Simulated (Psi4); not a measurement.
# CH7AlSi (SMILES [CH3][AlH][SiH3]): PBE/cc-pVDZ

Aim: the energy change on altering one bond length of CH7AlSi at PBE/cc-pVDZ, from 2 runs. 

The results are computed with Psi4 1.11.

### 1 The system as given

CH7AlSi: 10 atoms, total charge 0, spin state singlet. As SMILES, `[CH3][AlH][SiH3]`. Geometry: relaxed at PBE0-D4/def2-TZVP.

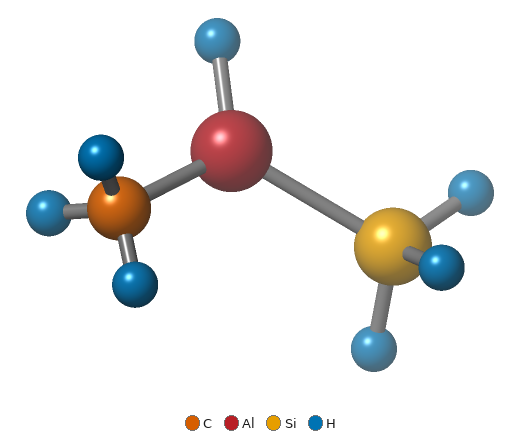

The structure, seen from a chosen angle (carbon orange, aluminium red, silicon amber, hydrogen blue).

### 2 Energy and forces at PBE/cc-pVDZ

Contents of calc.dat:

```
memory 2.2 GB

molecule m {
  C     -1.428400     0.967200    -0.792400
  Al     0.409100     0.309500    -0.720900
  Si     1.161700    -1.107300     1.145400
  H     -1.909200     0.659300    -1.727500
  H     -2.050600     0.624100     0.036600
  H     -1.438000     2.063000    -0.790400
  H      1.416900     0.709200    -1.887700
  H      0.334900    -2.347600     1.241000
  H      1.000200    -0.395000     2.448500
  H      2.586600    -1.533600     1.050400
  symmetry c1
  no_reorient
  no_com
}

set {
  basis                cc-pVDZ
  puream               true
  e_convergence        1e-09
  d_convergence        1e-08
  scf_type             pk
  dft_radial_points    99
  dft_spherical_points 590
}

result, w = gradient('pbe', return_wfn=True)
oeprop(w, 'MULLIKEN_CHARGES', 'MAYER_INDICES', 'DIPOLE', title='PBE')
print_variables()
```

Started as:

```bash
psi4 calc.dat calc.out -n 1
```

calc.out:

```text
[...]
  Running in c1 symmetry.
[...]
  Nuclear repulsion =  127.815678252016312
[...]
  Multiplicity = 1
[...]
  Nalpha       = 20
  Nbeta        = 20
[...]
    Number of basis functions: 85
[...]
   @RKS iter   1:  -573.44984688132831   -2.33159e-01   9.78992e-03 ADIIS/DIIS
[...]
   @RKS iter  11:  -573.85049511524289   -1.21645e-11   6.31629e-09 DIIS
[...]
  @RKS Final Energy:  -573.85049511524289
   => Energetics <=
    Nuclear Repulsion Energy =            127.8156782520163119
    One-Electron Energy =               -1048.1544790814857606
    Two-Electron Energy =                 393.6809754711903224
    DFT Exchange-Correlation Energy =     -47.1926697569638236
    Empirical Dispersion Energy =           0.0000000000000000
    VV10 Nonlocal Energy =                  0.0000000000000000
    Total Energy =                       -573.8504951152428930
[...]
  -Total Gradient:
     Atom            X                  Y                   Z
    ------   -----------------  -----------------  -----------------
       1       -0.003682172422     0.001969787608    -0.000924850575
       2       -0.002747259736     0.002499615260    -0.002493591201
       3        0.001097227856    -0.003643821417     0.005253383115
       4        0.004591703590     0.002847530247     0.009360653128
       5        0.006264391502     0.003372963183    -0.008261883339
       6        0.000030650431    -0.010837419044     0.000228782241
       7       -0.003356170856    -0.001308897352     0.003855808388
       8        0.004191973644     0.006222905103    -0.000648595746
       9        0.000878253314    -0.003427042476    -0.006643092998
      10       -0.007272196036     0.002302524679     0.000278251026
[...]
 Multipole Moments:
 ------------------------------------------------------------------------------------
     Multipole            Electronic (a.u.)      Nuclear  (a.u.)        Total (a.u.)
 ------------------------------------------------------------------------------------
 L = 1.  Multiply by 2.5417464519 to convert [e a0] to [Debye]
 Dipole X            :        -24.8398278           24.4766776           -0.3631501
 Dipole Y            :         11.3632925          -11.1420142            0.2212783
 Dipole Z            :         -4.4725480            4.3093315           -0.1632166
 Magnitude           :                                                    0.4555016
[...]
  Mulliken Charges: (a.u.)
   Center  Symbol    Alpha    Beta     Spin     Total
       1     C     3.11944  3.11944  0.00000 -0.23889
       2    AL     6.35145  6.35145  0.00000  0.29711
       3    SI     7.03204  7.03204  0.00000 -0.06409
       4     H     0.47281  0.47281  0.00000  0.05438
       5     H     0.47410  0.47410  0.00000  0.05181
       6     H     0.47274  0.47274  0.00000  0.05452
       7     H     0.54074  0.54074  0.00000 -0.08148
       8     H     0.51249  0.51249  0.00000 -0.02498
       9     H     0.51250  0.51250  0.00000 -0.02500
      10     H     0.51169  0.51169  0.00000 -0.02337
[...]
```

Run time: 87 s. Hardware: 1 thread of Intel Xeon Platinum 8175M at 2.50GHz (Skylake/Cascade Lake), shared host; peak memory 1.6 GiB.

### 3 The distorted shape, same level

Contents of input.in:

```
memory 2200 MB

molecule geom {
  0 1
  C     -1.379947     0.753499    -1.183350
  Al     0.457553     0.095799    -1.111850
  Si     1.210153    -1.321001     0.754450
  H     -1.860747     0.445599    -2.118450
  H     -2.002147     0.410399    -0.354350
  H     -1.389547     1.849299    -1.181350
  H      1.465353     0.495499    -2.278650
  H      0.383353    -2.561301     0.850050
  H      1.000200    -0.395000     2.448500
  H      2.635053    -1.747301     0.659450
  symmetry c1
}

set puream true
set e_convergence 1e-09
set d_convergence 1e-08
set scf_type pk
set dft_radial_points 99
set dft_spherical_points 590

E, wfn = gradient('pbe/cc-pVDZ', return_wfn=True)
oeprop(wfn, 'QUADRUPOLE', 'MULLIKEN_CHARGES', 'LOWDIN_CHARGES', title='PBE')
print_variables()
```

Started as:

```bash
psi4 -n 1 input.in input.out
```

input.out:

```text
[...]
  Running in c1 symmetry.
[...]
  Nuclear repulsion =  126.361924282538126
[...]
  Multiplicity = 1
[...]
  Nalpha       = 20
  Nbeta        = 20
[...]
    Number of basis functions: 85
[...]
   @RKS iter   1:  -573.41896569657035   -2.81745e-01   9.78999e-03 ADIIS/DIIS
[...]
   @RKS iter  12:  -573.82058083699576   -3.75167e-12   3.78600e-09 DIIS
[...]
  @RKS Final Energy:  -573.82058083699576
   => Energetics <=
    Nuclear Repulsion Energy =            126.3619242825381264
    One-Electron Energy =               -1045.0171959940464603
    Two-Electron Energy =                 391.9478977531231294
    DFT Exchange-Correlation Energy =     -47.1132068786105194
    Empirical Dispersion Energy =           0.0000000000000000
    VV10 Nonlocal Energy =                  0.0000000000000000
    Total Energy =                       -573.8205808369957595
[...]
  -Total Gradient:
     Atom            X                  Y                   Z
    ------   -----------------  -----------------  -----------------
       1       -0.003765674099     0.002530232205    -0.000906416802
       2       -0.001608429710     0.000556981803    -0.003700818911
       3        0.007771198111    -0.031669070287    -0.042734050855
       4        0.004540708693     0.002845494092     0.009357597484
       5        0.006163239573     0.003326504682    -0.008301237667
       6       -0.000170852210    -0.010766189359     0.000146453324
       7       -0.003739576522    -0.000803872080     0.003368039140
       8        0.004095738561     0.005533182350    -0.003168650341
       9       -0.006060725344     0.026710707016     0.048155440220
      10       -0.007227400895     0.001731605902    -0.002214700949
[...]
 Multipole Moments:
 ------------------------------------------------------------------------------------
     Multipole            Electronic (a.u.)      Nuclear  (a.u.)        Total (a.u.)
 ------------------------------------------------------------------------------------
 L = 1.  Multiply by 2.5417464519 to convert [e a0] to [Debye]
 Dipole X            :          2.1135213           -2.4642618           -0.3507404
 Dipole Y            :         -0.3973964            0.5252483            0.1278519
 Dipole Z            :         -1.5172981            1.1132986           -0.4039995
 Magnitude           :                                                    0.5500732
 L = 2.  Multiply by 1.3450342976 to convert [e a0^2] to [Debye ang]
 Quadrupole XX       :       -202.4986161          174.3569496          -28.1416666
 Quadrupole XY       :        115.4985321         -115.1808067            0.3177254
[...]
```

Run time: 97 s. Hardware: 1 thread of Intel Xeon Platinum 8175M at 2.50GHz (Skylake/Cascade Lake), shared host; peak memory 1.6 GiB.

### 4 Outcome

At PBE/cc-pVDZ:

| quantity | value |
| --- | --- |
| first shape: total energy | -573.85050 Eh |
| first shape: dipole moment | 1.16 D |
| first shape: HOMO energy | -6.20 eV |
| first shape: LUMO energy | -2.43 eV |
| first shape: HOMO–LUMO gap | 3.77 eV |
| first shape: largest force on an atom | 0.561 eV/Å |
| distorted shape: total energy | -573.82058 Eh |
| distorted shape: dipole moment | 1.40 D |
| distorted shape: HOMO energy | -6.28 eV |
| distorted shape: LUMO energy | -2.63 eV |
| distorted shape: HOMO–LUMO gap | 3.65 eV |
| distorted shape: largest force on an atom | 2.849 eV/Å |
| energy change with the Si3–H9 bond stretched from 1.494 to 1.942 Å | 0.814 eV |

**Reading.** With the Si3–H9 bond stretched from 1.494 to 1.942 Å the energy rises by 0.81 eV (78.5 kJ/mol). The first shape isn't relaxed at this level, so the change isn't measured from a minimum. The largest force (first shape) is 0.56 eV/Å: the shape isn't a stationary point for this species at this level. Mulliken charges (distorted shape) run from -0.24 on C1 to +0.31 on Al2; they depend strongly on the basis.
